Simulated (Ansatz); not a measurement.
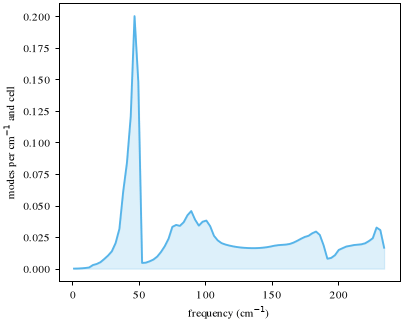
Phonon density of states of PbS in the rock salt structure; finite displacements on a 6×6×6 mesh, DFT at the r2SCAN level (Ansatz, a quantum-chemistry and plane-wave program), k mesh 6×6×6

Spin-orbit coupling is not included.

**Question.** Where is the tallest peak, and is there a gap in the spectrum?

**Answer.** The tallest peak lies near 47 cm⁻¹. No clear gap shows at this resolution.

The PAW data sets were generated under PBE and serve the other functionals too.
